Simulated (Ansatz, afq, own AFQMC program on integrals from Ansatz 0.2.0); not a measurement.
# SiH4O (singlet): quantum Monte Carlo beside coupled cluster at distance Si1–O2 = 2.590 Å, 6-31G, part 2 of 2

Ansatz 0.2.0, Gaussian basis, and an in-house AFQMC program (afq) on its integrals; all values are calculated; 6-31G, frozen cores. The steps go on from the part before.

### Step 13. CCSD(T) on UHF

The input, in.yaml:

```yaml
crystal:
  periodic: [false, false, false]
  atoms:
    - {symbol: Si, position_ang: [0.000000, -0.049353, 0.892089]}
    - {symbol: O, position_ang: [0.000000, 0.141500, -1.690870]}
    - {symbol: H, position_ang: [1.203564, -0.770791, 1.389845]}
    - {symbol: H, position_ang: [0.000000, 1.340578, 1.402040]}
    - {symbol: H, position_ang: [-1.203564, -0.770791, 1.389845]}
    - {symbol: H, position_ang: [0.000000, -0.669873, -2.199321]}
basis:
  gaussian: {orbitals: 6-31G}
magnetization: {spin_polarized: true, initial_magnetization: 0}
correlation: {method: ccsd_t, electrons: outside_noble_gas, hamiltonian_folder: ham}
```

Started as:

```bash
> ansatz run in.yaml --threads 1 --pin off --events-out ev --progress --plain --max-ram 1382MiB
```

Standard output, shortened:

```text
Functional definition: HF
  name "HF"
  cite "Fock, Z. Phys. 61, 126 (1930) doi:10.1007/BF01340294"
  parent pbe
[...]
343 factors; integrals over basis functions are off by at most 3.1e-4 eV
[...]
mean field -9957.71032209 eV, -365.9391047584 hartree, gradient 8.6e-6 eV, S^2 0.734321; 13 other end points of the search recorded, 0 dependent functions left out
determinant -9957.71032209 eV, -365.9391047584 hartree, with singles and doubles -9963.09826512 eV, -366.1371080127 hartree
determinant -9956.89613447 eV, -365.9091839153 hartree, with singles and doubles -9961.48292605 eV, -366.0777453966 hartree
determinant -9956.98332311 eV, -365.9123880387 hartree, with singles and doubles -9963.23727169 eV, -366.1422164097 hartree
6 core orbitals not correlated: weight in the atoms' cores, before any rotation towards them, 1.000 or more for the frozen orbitals, at most 0.000 for the correlated occupied ones
reference -9957.71032209 eV, -365.9391047584 hartree; 7, 7 occupied and 17, 17 virtual orbitals, 343 factors
second order -4.16137095 eV of doubles, -0.00000000 eV of singles
cycle   1  -5.39661136 eV  change   -8.7e-3 eV  update   1.3e-2
[...]
cycle  12  -5.53360069 eV  change   -1.4e-6 eV  update   6.6e-6
perturbative correction -0.12051115 eV, -0.0044287032 hartree
Total energy: -9963.36443393 eV, -366.1468895359 hartree
```

It took 2.5 s on 1 thread of Intel Xeon Platinum 8259CL at 2.50GHz (Skylake/Cascade Lake), shared host.

From the report: ⟨S²⟩ of the determinant 0.734 (pure singlet: 0.00); correlation -5.6541 eV; T1 0.091; largest double amplitude 0.26. The determinant is far from a pure spin state, so its energy mixes those of several spin states (harmless only where they are near-degenerate, as at dissociation).

This run also writes the integrals to the folder ham.

### Step 14. CCSDT(Q) on UHF

Changes to in.yaml since step 13:

```diff
@@ -12,2 +12,2 @@
 magnetization: {spin_polarized: true, initial_magnetization: 0}
-correlation: {method: ccsd_t, electrons: outside_noble_gas, hamiltonian_folder: ham}
+correlation: {method: ccsdt_q, electrons: outside_noble_gas}
```

The command is unchanged.

Standard output, shortened:

```text
Functional definition: HF
  name "HF"
  cite "Fock, Z. Phys. 61, 126 (1930) doi:10.1007/BF01340294"
  parent pbe
[...]
617 factors; integrals over basis functions are off by at most 7.7e-8 eV
[...]
mean field -9957.71050254 eV, -365.9391113897 hartree, gradient 8.5e-6 eV, S^2 0.734321; 13 other end points of the search recorded, 0 dependent functions left out
determinant -9957.71050254 eV, -365.9391113897 hartree, with singles and doubles -9963.09848106 eV, -366.1371159481 hartree
determinant -9956.89631085 eV, -365.9091903971 hartree, with singles and doubles -9961.48314680 eV, -366.0777535091 hartree
determinant -9956.98349719 eV, -365.9123944361 hartree, with singles and doubles -9963.23749030 eV, -366.1422244435 hartree
6 core orbitals not correlated: weight in the atoms' cores, before any rotation towards them, 1.000 or more for the frozen orbitals, at most 0.000 for the correlated occupied ones
reference -9957.71050254 eV, -365.9391113897 hartree; 7, 7 occupied and 17, 17 virtual orbitals, 617 factors
second order -4.16145907 eV of doubles, -0.00000000 eV of singles
cycle   1  -4.63013765 eV  change   -4.7e-1 eV  update   9.5e-2
[...]
cycle  22  -5.72520729 eV  change    9.3e-7 eV  update   8.9e-7
perturbative correction -0.03853266 eV, -0.0014160493 hartree
Total energy: -9963.47424249 eV, -366.1509249261 hartree
```

It took 13 s on 1 thread of Intel Xeon Platinum 8259CL at 2.50GHz (Skylake/Cascade Lake), shared host.

From the report: ⟨S²⟩ of the determinant 0.734 (pure singlet: 0.00); correlation -5.7637 eV; T1 0.102; largest double amplitude 0.32. The determinant is far from a pure spin state, so its energy mixes those of several spin states (harmless only where they are near-degenerate, as at dissociation).

### Step 15. Phaseless AFQMC, CISD trial on UHF

It reads the integrals that the CCSD(T) run on this determinant wrote.

Started as:

```bash
> afq ham --method phaseless --trial cisd --walkers 70 --populations 1 --least-time 40 --time-step 0.005 --steps-per-block 50 --equilibration-blocks 40 --max-blocks 300 --target-error 0.0009 --factor-cut 1e-05 --start spin_pure --seed 4493 --release-times 0.24,0.51,0.99,1.62,2.4 --release-step 0.03 --release-every 4 --taylor-order 6
```

Standard output:

```text
orbitals 24  electrons 7 7  factors 154 of 343
reference energy -365.93910476 Eh
CCSD correlation -0.20335600 Eh in 18 cycles, weight of the determinant in the CISD state 0.6571
energy of the start -366.094848 Eh
 block  time / (1/Eh)  mean weight  energy / Eh
     1     0.250  0.9989  -366.115057
     2     0.500  0.9993  -366.126211
     3     0.750  1.0009  -366.142446
     4     1.000  0.9997  -366.141885
     5     1.250  0.9991  -366.137932
     6     1.500  0.9984  -366.138458
     7     1.750  1.0002  -366.136480
     8     2.000  0.9987  -366.144342
     9     2.250  0.9993  -366.142445
    10     2.500  0.9985  -366.152288
    17     4.250  0.9992  -366.147423
    25     6.250  0.9996  -366.150224
    33     8.250  0.9998  -366.141725
    41    10.250  1.0010  -366.139975
    49    12.250  0.9993  -366.139414
    57    14.250  1.0007  -366.145214
    65    16.250  0.9999  -366.161979
    73    18.250  0.9986  -366.144165
    81    20.250  1.0009  -366.148170
    89    22.250  1.0004  -366.152134
    97    24.250  1.0012  -366.154994
   105    26.250  1.0004  -366.150901
   113    28.250  0.9997  -366.148627
   121    30.250  0.9991  -366.143225
   129    32.250  1.0016  -366.162788
   137    34.250  1.0001  -366.144193
   145    36.250  1.0009  -366.147807
   153    38.250  1.0021  -366.167428
   161    40.250  0.9999  -366.151870
   169    42.250  1.0034  -366.135027
   177    44.250  1.0012  -366.146992
   185    46.250  1.0001  -366.155027
   193    48.250  1.0015  -366.138281
   201    50.250  1.0022  -366.136633
   209    52.250  0.9997  -366.164597
   217    54.250  1.0018  -366.138724
   225    56.250  1.0017  -366.154255
   233    58.250  1.0014  -366.151395
   241    60.250  1.0005  -366.161006
   249    62.250  0.9997  -366.150843
   257    64.250  0.9997  -366.149194
   265    66.250  0.9988  -366.155059
   273    68.250  1.0008  -366.143869
   281    70.250  1.0010  -366.146714
   289    72.250  0.9998  -366.144189
   297    74.250  1.0011  -366.139358
   305    76.250  1.0006  -366.148003
   313    78.250  1.0012  -366.148590
blocks merged  error / Eh  count
     1  0.000534  280
     2  0.000650  140
     4  0.000770  70
     8  0.000854  35
    16  0.000780  17
    32  0.000935  8
released: time / (1/Eh)  energy / Eh  error  mean overlap
  0.24  -366.149263  0.000794  1.0088
  0.51  -366.148852  0.000827  1.0105
  0.99  -366.150743  0.001125  1.0015
  1.62  -366.150091  0.001267  1.0054
  2.40  -366.150953  0.001072  0.9934
energy -366.150152 +/- 0.000854 Eh
```

Wall time 4.6 min (1 thread of Intel Xeon Platinum 8259CL at 2.50GHz (Skylake/Cascade Lake), shared host).

Energy -9963.4532 ± 0.0232 eV. Caveats: constraint bias not in the error.

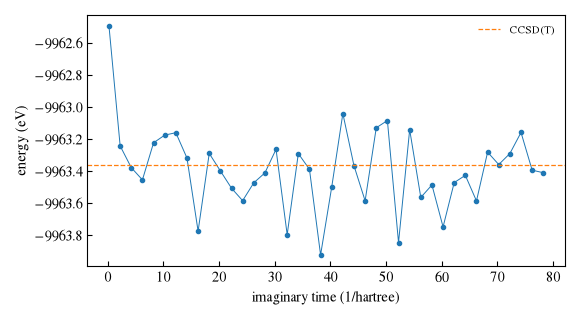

Block energies along the walk.

### Step 16. Phaseless AFQMC, single-determinant trial on UHF

It reads the integrals that the CCSD(T) run on this determinant wrote.

Started as:

```bash
> afq ham --method phaseless --trial hf --walkers 140 --populations 1 --least-time 40 --time-step 0.005 --steps-per-block 20 --equilibration-blocks 160 --max-blocks 600 --target-error 0.0027 --factor-cut 1e-05 --start spin_pure --seed 5931 --taylor-order 6
```

Standard output:

```text
orbitals 24  electrons 7 7  factors 154 of 343
reference energy -365.93910476 Eh
CCSD correlation -0.20335600 Eh in 18 cycles, weight of the determinant in the CISD state 0.6571
energy of the start -365.952131 Eh
 block  time / (1/Eh)  mean weight  energy / Eh
     1     0.100  0.9990  -365.990613
     2     0.200  1.0012  -366.023331
     3     0.300  1.0010  -366.045322
     4     0.400  1.0011  -366.079398
     5     0.500  1.0014  -366.082834
     6     0.600  0.9997  -366.099358
     7     0.700  1.0003  -366.105464
     8     0.800  1.0020  -366.093980
     9     0.900  0.9994  -366.099792
    10     1.000  0.9988  -366.110050
    15     1.500  1.0001  -366.135326
    29     2.900  1.0001  -366.154430
    43     4.300  1.0001  -366.150415
    57     5.700  1.0005  -366.136335
    71     7.100  0.9974  -366.170892
    85     8.500  0.9993  -366.139903
    99     9.900  0.9993  -366.127848
   113    11.300  1.0000  -366.120843
   127    12.700  1.0002  -366.176492
   141    14.100  1.0001  -366.179812
   155    15.500  0.9996  -366.138648
   169    16.900  0.9988  -366.124485
   183    18.300  0.9918  -366.143124
   197    19.700  1.0007  -366.161603
   211    21.100  0.9982  -366.142020
   225    22.500  1.0019  -366.165725
   239    23.900  0.9990  -366.161940
   253    25.300  0.9992  -366.128113
   267    26.700  1.0002  -366.158511
   281    28.100  1.0001  -366.154214
   295    29.500  0.9996  -366.154428
   309    30.900  0.9983  -366.126171
   323    32.300  0.9991  -366.151123
   337    33.700  1.0011  -366.185566
   351    35.100  1.0008  -366.155871
   365    36.500  1.0014  -366.154679
   379    37.900  0.9999  -366.141015
   393    39.300  0.9996  -366.146146
   407    40.700  0.9994  -366.152690
   421    42.100  0.9993  -366.143667
   435    43.500  0.9991  -366.124016
   449    44.900  1.0002  -366.151916
   463    46.300  1.0000  -366.110564
   477    47.700  0.9990  -366.126086
   491    49.100  1.0000  -366.165131
   505    50.500  1.0011  -366.160725
   519    51.900  1.0013  -366.125061
   533    53.300  1.0010  -366.129199
   547    54.700  1.0002  -366.133343
blocks merged  error / Eh  count
     1  0.000946  400
     2  0.001210  200
     4  0.001539  100
     8  0.001702  50
    16  0.001732  25
    32  0.002092  12
energy -366.149878 +/- 0.001732 Eh
```

It took 2.8 min on 1 thread of Intel Xeon Platinum 8259CL at 2.50GHz (Skylake/Cascade Lake), shared host.

Energy -9963.4458 ± 0.0471 eV. Caveats: constraint bias not in the error.

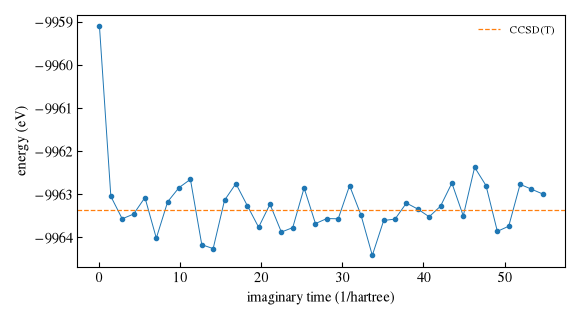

Block energies along the walk.

### Step 17. All levels side by side

On the RHF determinant, counted from CCSDT(Q) (a yardstick, not exact):

```
                                                             level  energy (eV)  from CCSDT(Q) (kJ/mol)  statistical error (kJ/mol)     time
                                                                HF   -9956.9833                  +625.9                                     
                                                               MP2   -9962.6161                   +82.4                                     
                                                              CCSD   -9963.2388                   +22.3                                     
                                                           CCSD(T)   -9963.4210                    +4.7                                     
                                                          CCSDT(Q)   -9963.4698                     0.0                                     
               Phaseless AFQMC, CISD trial, step 0.005, 70 walkers   -9963.4314                    +3.7                         2.1     92 s
Phaseless AFQMC, single-determinant trial, step 0.005, 140 walkers   -9963.3512                   +11.4                         7.0  1.8 min
```

On the UHF determinant, counted from CCSDT(Q) (a yardstick, not exact):

```
                                                             level  energy (eV)  from CCSDT(Q) (kJ/mol)  statistical error (kJ/mol)     time
                                                                HF   -9957.7103                  +556.1                                     
                                                               MP2   -9961.8717                  +154.6                                     
                                                              CCSD   -9963.2439                   +22.2                                     
                                                           CCSD(T)   -9963.3644                   +10.6                                     
                                                          CCSDT(Q)   -9963.4742                     0.0                                     
               Phaseless AFQMC, CISD trial, step 0.005, 70 walkers   -9963.4532                    +2.0                         2.2  4.6 min
Phaseless AFQMC, single-determinant trial, step 0.005, 140 walkers   -9963.4458                    +2.7                         4.5  2.8 min
```

The functionals' totals stand on their own zeros and serve differences with other points: PBE -9978.866 eV; r2SCAN -9983.273 eV; PBE0 -9979.300 eV; B3LYP -9985.791 eV; wB97M-V -9983.320 eV; B2PLYP -9978.335 eV.

### Step 18. Outcome

What follows sums up all 2 parts.

| quantity | value |
| --- | --- |
| CCSD(T) on RHF from CCSDT(Q) | +4.7 kJ/mol |
| Phaseless AFQMC, CISD trial on RHF from CCSDT(Q) | +3.7 ± 2.1 kJ/mol |
| Phaseless AFQMC, single-determinant trial on RHF from CCSDT(Q) | +11.4 ± 7.0 kJ/mol |
| CCSD(T) on UHF from CCSDT(Q) | +10.6 kJ/mol |
| Phaseless AFQMC, CISD trial on UHF from CCSDT(Q) | +2.0 ± 2.2 kJ/mol |
| Phaseless AFQMC, single-determinant trial on UHF from CCSDT(Q) | +2.7 ± 4.5 kJ/mol |

In words: On RHF the phaseless walk with the CISD trial lies +3.7 kJ/mol from CCSDT(Q), within three error bars. On UHF the phaseless walk with the CISD trial lies +2.0 kJ/mol from CCSDT(Q), within three error bars. Error bars are statistical and leave out the constraint, the time step and what remains of the start.
